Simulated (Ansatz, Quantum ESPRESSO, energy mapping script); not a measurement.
## CoO: energy mapping under PBE, QE, GBRV

Wanted: the magnetic order of CoO, its couplings and an estimate of its ordering temperature, by PBE, QE, GBRV.

Program: Quantum ESPRESSO 7.5. Level of theory: PBE; plane waves, collinear spin, no spin–orbit coupling. Results are calculated unless marked as measured.

**Measured values to reproduce.**

“On the Elastic Anisotropy of the Entropy-Stabilized Oxide (Mg, Co, Ni, Cu, Zn)O” (2020, arxiv:2004.06613) quotes from earlier work for CoO, rock salt (literature value): ordering temperature (Neel temperature) 291 K [literature value quoted in the paper's theory part].

## 1. The starting structure

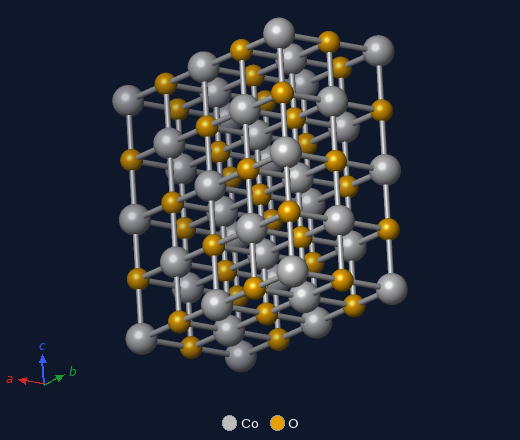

Start, viewed from a free direction; cobalt light grey, oxygen orange. 1×2×2 cells are drawn. This picture shows the conventional cell, with its axes. Some periodic images of atoms are drawn too.

A plain semilocal functional is the cheapest rung. It tends to spread open shells too far. These runs use Quantum ESPRESSO.

## 2. Run 1 (parallel; cell A, 4 atoms)

Each cell gets its own parallel run on the same mesh, so that most of the mesh error cancels in the differences.

The potential files are GBRV's for PBE; pw.x takes the functional from them.

Contents of pw.in:

```
&control
  calculation = 'scf'
  prefix = 'pw'
  outdir = './tmp/'
  pseudo_dir = './pseudo/'
  verbosity = 'low'
/
&system
  ibrav = 0
  nat = 4
  ntyp = 2
  ecutwfc = 45
  ecutrho = 360
  nbnd = 38
  occupations = 'smearing'
  smearing = 'fd'
  degauss = 0.00367493
  nspin = 2
  starting_magnetization(1) = 0.1765
/
&electrons
  conv_thr = 1.0e-08
  electron_maxstep = 120
  mixing_beta = 0.3
  mixing_mode = 'plain'
/
ATOMIC_SPECIES
  Co 58.9332 Co.upf
  O 15.9990 O.upf
CELL_PARAMETERS angstrom
  0.00000000 -2.13150000 -2.13150000
  0.00000000 2.13150000 -2.13150000
  4.26300000 0.00000000 0.00000000
ATOMIC_POSITIONS crystal
  Co 0.50000000 0.50000000 0.50000000
  Co 0.00000000 0.00000000 0.00000000
  O 0.50000000 0.50000000 0.00000000
  O 0.00000000 0.00000000 0.50000000
K_POINTS automatic
  11 11 8 0 0 0
```

Command:

```console
> OMP_NUM_THREADS=1 mpirun -n 4 pw.x -nk 4 -in pw.in > pw.out
```

Output:

```text
Program PWSCF v.7.5 starts
[...]
unit-cell volume          =     261.4042 (a.u.)^3
     number of atoms/cell      =            4
[...]
number of electrons       =        46.00
     number of Kohn-Sham states=           38
     kinetic-energy cutoff     =      45.0000  Ry
     charge density cutoff     =     360.0000  Ry
     scf convergence threshold =      1.0E-08
[...]
Exchange-correlation= SLA  PW   PBE  PBE
[...]
atomic species   magnetization
[...]
16 Sym. Ops., with inversion, found
[...]
number of k points=   105  Fermi-Dirac smearing, width (Ry)=  0.0037
[...]
iteration #  1     ecut=    45.00 Ry     beta= 0.30
[...]
total energy              =    -656.99901137 Ry
     estimated scf accuracy    <      14.00995691 Ry
     total magnetization       =     6.11 Bohr mag/cell
     absolute magnetization    =     6.22 Bohr mag/cell
     iteration #  2     ecut=    45.00 Ry     beta= 0.30
[...]
total energy              =    -659.14091743 Ry
     estimated scf accuracy    <      16.92714583 Ry
     total magnetization       =     0.70 Bohr mag/cell
     absolute magnetization    =     0.78 Bohr mag/cell
     iteration #  3     ecut=    45.00 Ry     beta= 0.30
[...]
total energy              =    -661.41606322 Ry
     estimated scf accuracy    <       0.42022159 Ry
     total magnetization       =     6.02 Bohr mag/cell
     absolute magnetization    =     6.03 Bohr mag/cell
     iteration #  4     ecut=    45.00 Ry     beta= 0.30
[...]
total energy              =    -661.42266767 Ry
     estimated scf accuracy    <       0.11627412 Ry
     total magnetization       =     6.00 Bohr mag/cell
     absolute magnetization    =     6.01 Bohr mag/cell
     iteration #  5     ecut=    45.00 Ry     beta= 0.30
[...]
total energy              =    -661.42811581 Ry
     estimated scf accuracy    <       0.03322383 Ry
     total magnetization       =     5.95 Bohr mag/cell
     absolute magnetization    =     5.97 Bohr mag/cell
     iteration #  6     ecut=    45.00 Ry     beta= 0.30
[...]
total energy              =    -661.41925002 Ry
     estimated scf accuracy    <       0.80254193 Ry
     total magnetization       =     5.88 Bohr mag/cell
     absolute magnetization    =     5.90 Bohr mag/cell
     iteration #  7     ecut=    45.00 Ry     beta= 0.30
[...]
total energy              =    -661.43408217 Ry
     estimated scf accuracy    <       0.00229512 Ry
     total magnetization       =     5.93 Bohr mag/cell
     absolute magnetization    =     5.97 Bohr mag/cell
     iteration #  8     ecut=    45.00 Ry     beta= 0.30
[...]
total energy              =    -661.43460987 Ry
     estimated scf accuracy    <       0.00034220 Ry
     total magnetization       =     5.97 Bohr mag/cell
     absolute magnetization    =     6.01 Bohr mag/cell
     iteration #  9     ecut=    45.00 Ry     beta= 0.30
[...]
total energy              =    -661.43457221 Ry
     estimated scf accuracy    <       0.00081465 Ry
     total magnetization       =     5.98 Bohr mag/cell
     absolute magnetization    =     6.03 Bohr mag/cell
     iteration # 10     ecut=    45.00 Ry     beta= 0.30
[...]
total energy              =    -661.43463583 Ry
     estimated scf accuracy    <       0.00005736 Ry
     total magnetization       =     5.98 Bohr mag/cell
     absolute magnetization    =     6.03 Bohr mag/cell
     iteration # 11     ecut=    45.00 Ry     beta= 0.30
[...]
total energy              =    -661.43462907 Ry
     estimated scf accuracy    <       0.00003580 Ry
     total magnetization       =     5.98 Bohr mag/cell
     absolute magnetization    =     6.03 Bohr mag/cell
     iteration # 12     ecut=    45.00 Ry     beta= 0.30
[...]
total energy              =    -661.43463463 Ry
     estimated scf accuracy    <       0.00000102 Ry
     total magnetization       =     5.98 Bohr mag/cell
     absolute magnetization    =     6.03 Bohr mag/cell
     iteration # 13     ecut=    45.00 Ry     beta= 0.30
[...]
total energy              =    -661.43463482 Ry
     estimated scf accuracy    <       0.00000016 Ry
     total magnetization       =     5.98 Bohr mag/cell
     absolute magnetization    =     6.03 Bohr mag/cell
     iteration # 14     ecut=    45.00 Ry     beta= 0.30
[...]
total energy              =    -661.43463488 Ry
     estimated scf accuracy    <       0.00000004 Ry
     total magnetization       =     5.98 Bohr mag/cell
     absolute magnetization    =     6.03 Bohr mag/cell
     iteration # 15     ecut=    45.00 Ry     beta= 0.30
[...]
Magnetic moment per site  (integrated on atomic sphere of radius R)
     atom   1 (R=0.292)  charge= 14.6121  magn=  2.5484
     atom   2 (R=0.292)  charge= 14.6121  magn=  2.5485
     atom   3 (R=0.292)  charge=  5.7682  magn=  0.3435
     atom   4 (R=0.292)  charge=  5.7682  magn=  0.3435
     End of self-consistent calculation
     Number of k-points >= 100: set verbosity='high' to print the bands.
     the Fermi energy is    13.8497 ev
!    total energy              =    -661.43463490 Ry
     estimated scf accuracy    <          6.0E-09 Ry
     smearing contrib. (-TS)   =      -0.00450313 Ry
     internal energy E=F+TS    =    -661.43013177 Ry
     The total energy is F=E-TS. E is the sum of the following terms:
     one-electron contribution =    -366.00609280 Ry
     hartree contribution      =     209.73683977 Ry
     xc contribution           =     -80.03515531 Ry
     ewald contribution        =    -425.12572344 Ry
     total magnetization       =     5.98 Bohr mag/cell
     absolute magnetization    =     6.03 Bohr mag/cell
     convergence has been achieved in  15 iterations
=------------------------------------------------------------------------------=
   JOB DONE.
=------------------------------------------------------------------------------=
```

Run time: 42 s. Hardware: 4 MPI ranks of Arm Neoverse V2, shared host; peak memory 0.5 GiB.

Spin moment in the sphere by atom:

```
atom  spin moment in the sphere (μB)
 Co1                            2.55
 Co2                            2.55
  O3                            0.34
  O4                            0.34
```

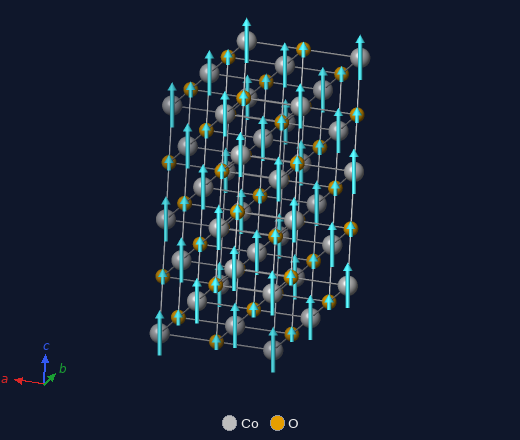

Spin moment in the sphere as arrows, the longest 2.55 μB. Up and down stand for the sign. Arrows give size and sign along the axis of quantisation, drawn up and down the page. Each arrow also spans its atom, so small moments look longer than they are. 1×2×2 conventional cells are drawn. Some periodic images of atoms are drawn too.

The run ends ferromagnetic.

## 3. Order 2: compensated +−, cell A of 4 atoms

This order reverses 8 of the 12 neighbours at 3.01 Å and 0 of the 6 neighbours at 4.26 Å, counted for an average magnetic atom.

Changes to pw.in since step 2:

```diff
@@ -10,6 +10,6 @@
   nat = 4
-  ntyp = 2
+  ntyp = 3
   ecutwfc = 45
   ecutrho = 360
-  nbnd = 38
+  nbnd = 35
   occupations = 'smearing'
@@ -19,2 +19,3 @@
   starting_magnetization(1) = 0.1765
+  starting_magnetization(2) = -0.1765
 /
@@ -27,3 +28,4 @@
 ATOMIC_SPECIES
-  Co 58.9332 Co.upf
+  Co1 58.9332 Co.upf
+  Co2 58.9332 Co.upf
   O 15.9990 O.upf
@@ -34,4 +36,4 @@
 ATOMIC_POSITIONS crystal
-  Co 0.50000000 0.50000000 0.50000000
-  Co 0.00000000 0.00000000 0.00000000
+  Co1 0.50000000 0.50000000 0.50000000
+  Co2 0.00000000 0.00000000 0.00000000
   O 0.50000000 0.50000000 0.00000000
```

Output:

```text
[banner, memory and clock lines left out]
Program PWSCF v.7.5 starts
[...]
unit-cell volume          =     261.4042 (a.u.)^3
     number of atoms/cell      =            4
[...]
number of electrons       =        46.00
     number of Kohn-Sham states=           35
     kinetic-energy cutoff     =      45.0000  Ry
     charge density cutoff     =     360.0000  Ry
     scf convergence threshold =      1.0E-08
[...]
Exchange-correlation= SLA  PW   PBE  PBE
[...]
atomic species   magnetization
[...]
16 Sym. Ops., with inversion, found
[...]
number of k points=   105  Fermi-Dirac smearing, width (Ry)=  0.0037
[...]
iteration #  1     ecut=    45.00 Ry     beta= 0.30
[...]
total energy              =    -656.97485106 Ry
     estimated scf accuracy    <      13.94923461 Ry
     total magnetization       =    -0.00 Bohr mag/cell
     absolute magnetization    =     6.17 Bohr mag/cell
     iteration #  2     ecut=    45.00 Ry     beta= 0.30
[...]
total energy              =    -659.18410005 Ry
     estimated scf accuracy    <      16.74636359 Ry
     total magnetization       =     0.00 Bohr mag/cell
     absolute magnetization    =     0.80 Bohr mag/cell
     iteration #  3     ecut=    45.00 Ry     beta= 0.30
[...]
total energy              =    -661.40455746 Ry
     estimated scf accuracy    <       0.36274268 Ry
     total magnetization       =     0.00 Bohr mag/cell
     absolute magnetization    =     5.66 Bohr mag/cell
[...]
total energy              =    -661.42177714 Ry
[...]
iteration # 17     ecut=    45.00 Ry     beta= 0.30
[...]
total energy              =    -661.42177715 Ry
     estimated scf accuracy    <       0.00000007 Ry
     total magnetization       =    -0.00 Bohr mag/cell
     absolute magnetization    =     5.16 Bohr mag/cell
     iteration # 18     ecut=    45.00 Ry     beta= 0.30
[...]
Magnetic moment per site  (integrated on atomic sphere of radius R)
     atom   1 (R=0.292)  charge= 14.6292  magn=  2.3484
     atom   2 (R=0.292)  charge= 14.6292  magn= -2.3484
     atom   3 (R=0.292)  charge=  5.7553  magn= -0.1132
     atom   4 (R=0.292)  charge=  5.7553  magn=  0.1132
     End of self-consistent calculation
     Number of k-points >= 100: set verbosity='high' to print the bands.
     the Fermi energy is    13.7793 ev
!    total energy              =    -661.42177715 Ry
     estimated scf accuracy    <          3.5E-09 Ry
     smearing contrib. (-TS)   =      -0.00505538 Ry
     internal energy E=F+TS    =    -661.41672177 Ry
     The total energy is F=E-TS. E is the sum of the following terms:
     one-electron contribution =    -366.24031077 Ry
     hartree contribution      =     209.95461289 Ry
     xc contribution           =     -80.00530046 Ry
     ewald contribution        =    -425.12572344 Ry
     total magnetization       =     0.00 Bohr mag/cell
     absolute magnetization    =     5.16 Bohr mag/cell
     convergence has been achieved in  18 iterations
```

Elapsed: 47 s, on 4 MPI ranks; peak memory 0.49 GiB; 3.1 min of CPU time.

Spin moment in the sphere by atom:

```
atom  spin moment in the sphere (μB)
 Co1                            2.35
 Co2                           -2.35
  O3                           -0.11
  O4                            0.11
```

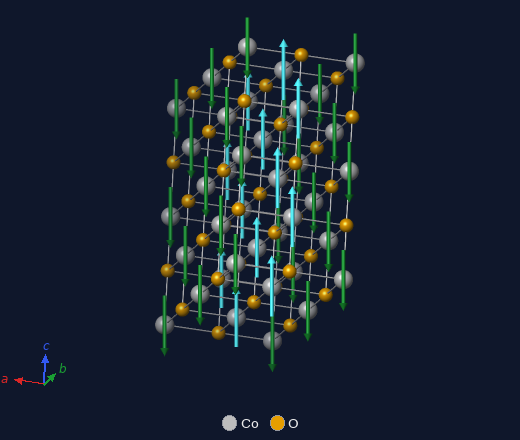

Spin moment in the sphere as arrows, the longest 2.35 μB. Up and down stand for the sign. Arrows give size and sign along the axis of quantisation, drawn up and down the page. The two directions have two colours. 1×2×2 conventional cells are drawn. Some periodic images of atoms are drawn too.

The run ends antiferromagnetic, 89.35 meV a magnetic atom above the parallel order of its cell (energies taken at zero occupation width, not the printed F).

## 4. Order 3: parallel, cell B of 4 atoms

A new cell needs its own zero of energy.

This run holds the same structure in another cell (c 4.263 → 5.221 Å, α 90.0 → 73.2°, β 90.0 → 73.2°, γ 90.0 → 60.0°).

Contents of pw.in:

```
&control
  calculation = 'scf'
  prefix = 'pw'
  outdir = './tmp/'
  pseudo_dir = './pseudo/'
  verbosity = 'low'
/
&system
  ibrav = 0
  nat = 4
  ntyp = 2
  ecutwfc = 45
  ecutrho = 360
  nbnd = 38
  occupations = 'smearing'
  smearing = 'fd'
  degauss = 0.00367493
  nspin = 2
  starting_magnetization(1) = 0.1765
/
&electrons
  conv_thr = 1.0e-08
  electron_maxstep = 120
  mixing_beta = 0.3
  mixing_mode = 'plain'
/
ATOMIC_SPECIES
  Co 58.9332 Co.upf
  O 15.9990 O.upf
CELL_PARAMETERS angstrom
  0.00000000 -2.13150000 -2.13150000
  -2.13150000 0.00000000 -2.13150000
  2.13150000 2.13150000 -4.26300000
ATOMIC_POSITIONS crystal
  Co 0.50000000 0.50000000 0.50000000
  Co 0.00000000 0.00000000 0.00000000
  O 0.75000000 0.75000000 0.75000000
  O 0.25000000 0.25000000 0.25000000
K_POINTS automatic
  13 13 13 0 0 0
```

Output:

```text
[banner, memory and clock lines left out]
Program PWSCF v.7.5 starts
[...]
unit-cell volume          =     261.4042 (a.u.)^3
     number of atoms/cell      =            4
[...]
number of electrons       =        46.00
     number of Kohn-Sham states=           38
     kinetic-energy cutoff     =      45.0000  Ry
     charge density cutoff     =     360.0000  Ry
[...]
internal energy E=F+TS    =    -661.43011388 Ry
     The total energy is F=E-TS. E is the sum of the following terms:
     one-electron contribution =    -366.00472586 Ry
     hartree contribution      =     209.73561297 Ry
     xc contribution           =     -80.03527756 Ry
     ewald contribution        =    -425.12572344 Ry
     total magnetization       =     5.98 Bohr mag/cell
     absolute magnetization    =     6.04 Bohr mag/cell
     convergence has been achieved in  15 iterations
[key lines of the parts left out:]
!    total energy              =    -661.43462050 Ry
the Fermi energy is    13.8498 ev
```

Run time: 1.8 min. Hardware: 4 MPI ranks; peak memory 0.7 GiB; 7 min of CPU time.

The run ends ferromagnetic. For each magnetic atom its energy differs from the parallel run of the first cell by 0.11 meV, an error that one common reference would have brought in.

## 5. Run 4 (compensated +−; cell B, 4 atoms)

This order reverses 6 of the 12 neighbours at 3.01 Å and 6 of the 6 neighbours at 4.26 Å, counted for an average magnetic atom.

Changes to pw.in since step 4:

```diff
@@ -10,6 +10,6 @@
   nat = 4
-  ntyp = 2
+  ntyp = 3
   ecutwfc = 45
   ecutrho = 360
-  nbnd = 38
+  nbnd = 35
   occupations = 'smearing'
@@ -19,2 +19,3 @@
   starting_magnetization(1) = 0.1765
+  starting_magnetization(2) = -0.1765
 /
@@ -27,3 +28,4 @@
 ATOMIC_SPECIES
-  Co 58.9332 Co.upf
+  Co1 58.9332 Co.upf
+  Co2 58.9332 Co.upf
   O 15.9990 O.upf
@@ -34,4 +36,4 @@
 ATOMIC_POSITIONS crystal
-  Co 0.50000000 0.50000000 0.50000000
-  Co 0.00000000 0.00000000 0.00000000
+  Co1 0.50000000 0.50000000 0.50000000
+  Co2 0.00000000 0.00000000 0.00000000
   O 0.75000000 0.75000000 0.75000000
```

Output:

```text
[banner, memory and clock lines left out]
Program PWSCF v.7.5 starts
[...]
unit-cell volume          =     261.4042 (a.u.)^3
     number of atoms/cell      =            4
[...]
number of electrons       =        46.00
     number of Kohn-Sham states=           35
     kinetic-energy cutoff     =      45.0000  Ry
     charge density cutoff     =     360.0000  Ry
[...]
internal energy E=F+TS    =    -661.44934172 Ry
     The total energy is F=E-TS. E is the sum of the following terms:
     one-electron contribution =    -366.22777793 Ry
     hartree contribution      =     209.89392736 Ry
     xc contribution           =     -79.98976771 Ry
     ewald contribution        =    -425.12572344 Ry
     total magnetization       =    -0.00 Bohr mag/cell
     absolute magnetization    =     5.15 Bohr mag/cell
     convergence has been achieved in  16 iterations
[key lines of the parts left out:]
!    total energy              =    -661.45371591 Ry
the Fermi energy is    13.8087 ev
```

It took 98 s on 4 MPI ranks; peak memory 0.68 GiB.

The run ends antiferromagnetic, 130.35 meV a magnetic atom below the parallel order of its cell (energies taken at zero occupation width, not the printed F).

## 6. Order 5: parallel, cell C of 6 atoms

The parallel order again, as the reference for this cell.

Contents of pw.in:

```
&control
  calculation = 'scf'
  prefix = 'pw'
  outdir = './tmp/'
  pseudo_dir = './pseudo/'
  verbosity = 'low'
/
&system
  ibrav = 0
  nat = 6
  ntyp = 2
  ecutwfc = 45
  ecutrho = 360
  nbnd = 55
  occupations = 'smearing'
  smearing = 'fd'
  degauss = 0.00367493
  nspin = 2
  starting_magnetization(1) = 0.1765
/
&electrons
  conv_thr = 1.5e-08
  electron_maxstep = 120
  mixing_beta = 0.3
  mixing_mode = 'plain'
/
ATOMIC_SPECIES
  Co 58.9332 Co.upf
  O 15.9990 O.upf
CELL_PARAMETERS angstrom
  0.00000000 -2.13150000 -2.13150000
  -4.26300000 0.00000000 0.00000000
  2.13150000 4.26300000 -2.13150000
ATOMIC_POSITIONS crystal
  Co 0.66666667 0.66666667 0.33333333
  Co 0.33333333 0.33333333 0.66666667
  Co 0.00000000 0.00000000 0.00000000
  O 0.66666667 0.16666667 0.33333333
  O 0.33333333 0.83333333 0.66666667
  O 0.00000000 0.50000000 0.00000000
K_POINTS automatic
  12 12 12 0 0 0
```

Output:

```text
Program PWSCF v.7.5 starts
[...]
unit-cell volume          =     392.1063 (a.u.)^3
     number of atoms/cell      =            6
[...]
number of electrons       =        69.00
     number of Kohn-Sham states=           55
     kinetic-energy cutoff     =      45.0000  Ry
     charge density cutoff     =     360.0000  Ry
     scf convergence threshold =      1.5E-08
[...]
Exchange-correlation= SLA  PW   PBE  PBE
[...]
total energy              =    -992.15187866 Ry
     estimated scf accuracy    <       0.00020958 Ry
     total magnetization       =     8.96 Bohr mag/cell
     absolute magnetization    =     9.02 Bohr mag/cell
     iteration #  9     ecut=    45.00 Ry     beta= 0.30
[...]
total energy              =    -992.15186849 Ry
     estimated scf accuracy    <       0.00072642 Ry
     total magnetization       =     8.98 Bohr mag/cell
     absolute magnetization    =     9.05 Bohr mag/cell
     iteration # 10     ecut=    45.00 Ry     beta= 0.30
```

Wall time 3.5 min (4 MPI ranks); peak memory 1.4 GiB.

The run was stopped unfinished when the time set aside for it ran out, so what it printed is not taken as a result.

(Part 1 of 2 ends here.)

[Logs and program files are shortened in this print: banners, set-up blocks, solver, clock and traceback lines can be left out without a mark of their own.]

[Logs are printed without paths, hosts, clocks, repeated set-up lines and the standing remarks that a program may print on its own settings, such as how far it seeks lower states.]

[Hosts, paths, dates, database ids (printed as entryN), source tags and the programs' standing remarks are cut or masked in the printed files.]

[Where a cell is said to come from a database of computed structures, the database is the Materials Project.]
